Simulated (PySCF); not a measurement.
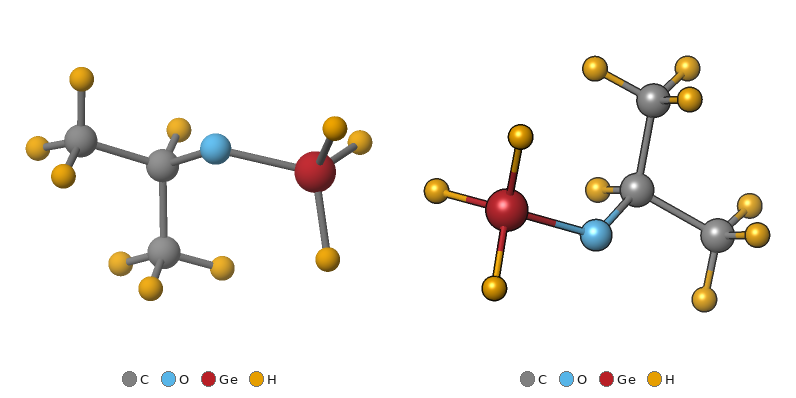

The same structure drawn twice, from different directions.

The geometry was computed by an optimisation with GFN2-xTB. No frequency run is at hand to confirm it as a minimum.

What does the picture show?

The molecule is C₃H₁₀GeO. SMILES: `CC(C)[O][GeH3]`. This geometry has C1 symmetry. Coordination: 3 C tetrahedral; 1 O bent; 1 Ge tetrahedral.

More results for the same structure follow; atom numbers are the same in all pictures, views and colours differ.

**Geometry**

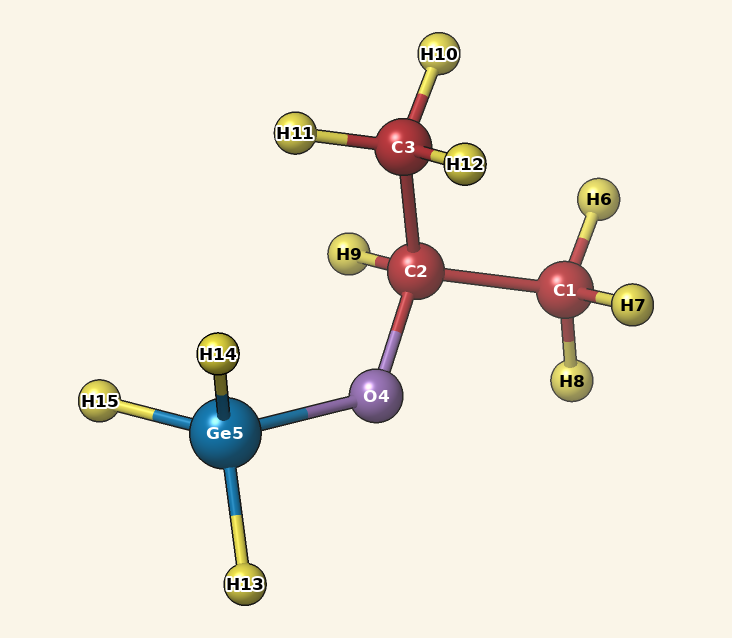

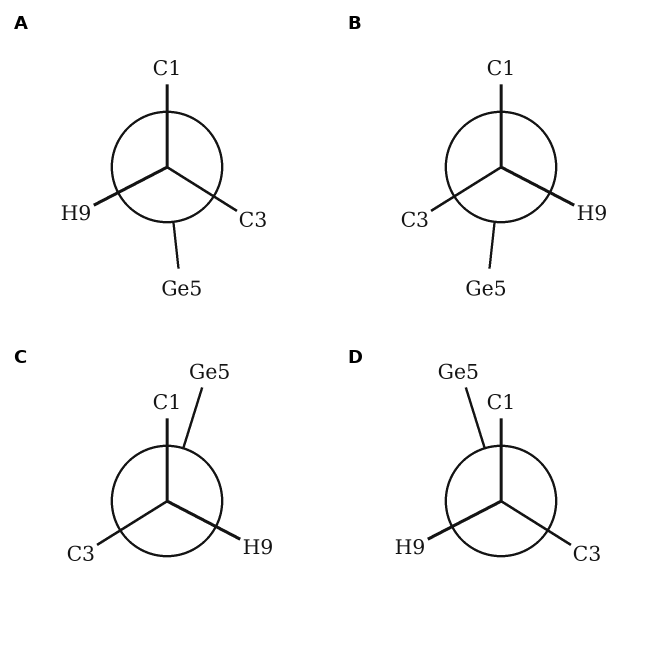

Depth is shown by fading: the farther an atom, the more it takes the colour of the background. Bonds that would overlap in a projection are set slightly apart. No frequency run is at hand to confirm it as a minimum.

Which Newman projection shows the view along C2–O4, with C2 in front?

Answer. A. The torsion angle C1–C2–O4–Ge5 is 173°, antiperiplanar (anti).

**Excitation**

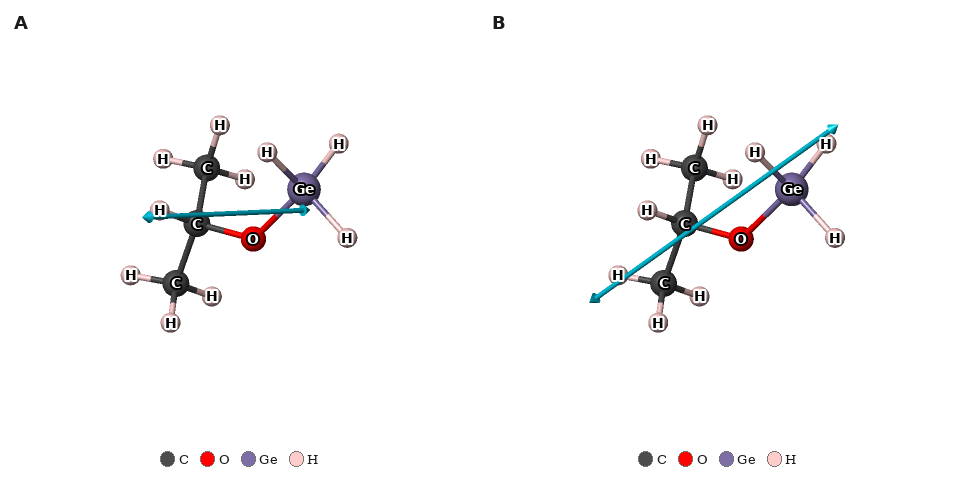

The double arrows show the directions of two transition dipoles from the ground state (lengths mean nothing). No frequency run is at hand to confirm it as a minimum. Properties computed with TDDFT CAM-B3LYP/def2-SVPD, vertical, gas phase, core orbitals frozen in the response (PySCF 2.14.0).

One belongs to singlet state 2 and one to singlet state 3. Which is which?

Answer. A: state 2, 7.44 eV (167 nm), oscillator strength 0.030, mainly HOMO → LUMO (weight 0.93).
B: state 3, 7.54 eV (164 nm), oscillator strength 0.041, mainly HOMO−1 → LUMO+1 (weight 0.84).

**Quadrupole coupling**

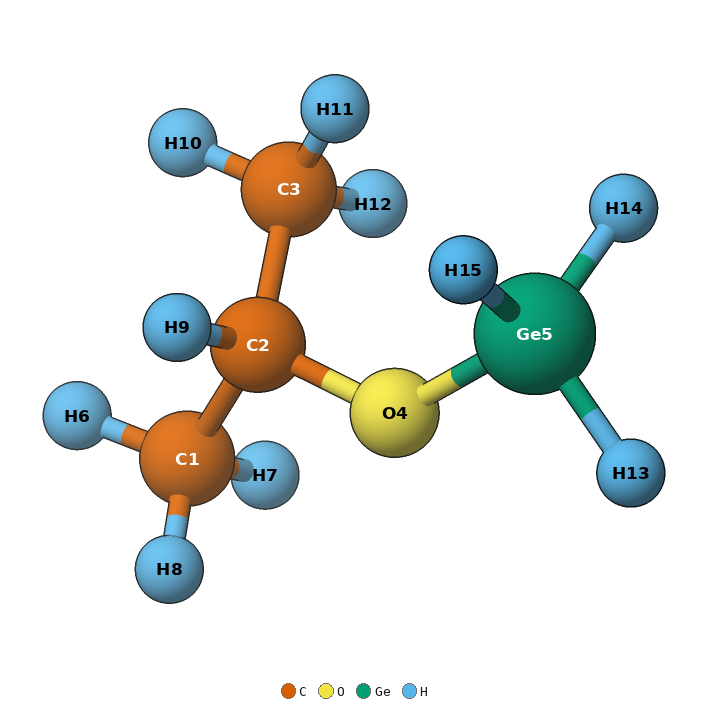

No frequency run is at hand to confirm it as a minimum. Electric field gradients from the ground-state density, B3LYP/pcJ-1 (pcSseg-1 on Ge) (PySCF 2.14.0), non-relativistic apart from any core potentials.

Give the largest field-gradient component, the quadrupole coupling constant and the asymmetry for 17O at O4 (Q = −25.6 mb), 73Ge at Ge5 (Q = −196 mb).

| atom | V_zz (a.u.) | e²qQ/h (MHz) | η |
| --- | --- | --- | --- |
| O4 | 1.769 | −10.64 | 0.52 |
| Ge5 | 1.365 | −62.9 | 0.15 |

**Polarisability**

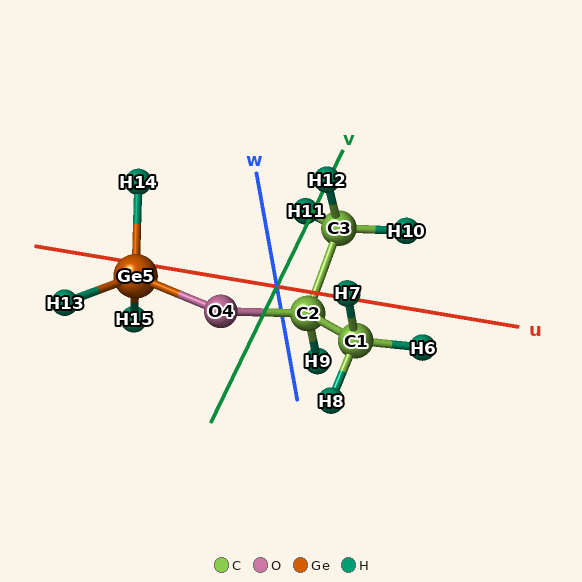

The lines u, v and w are the principal axes of the static dipole polarisability. No frequency run is at hand to confirm it as a minimum. Computed with CAM-B3LYP/def2-SVPD (PySCF 2.14.0).

Along which axis is the molecule most polarisable, and along which least?

Answer. Most along u (close to the long direction C1···Ge5), least along w.

Give the three principal values.

Answer. u 80.1, v 68.9, w 64.3 bohr³; mean 71.1, anisotropy 14.0 bohr³.

The geometry is semi-empirical. Around Ge such bond lengths and angles can be off by a tenth of an ångström or more and by several degrees, and values that hang on the shape move with them.
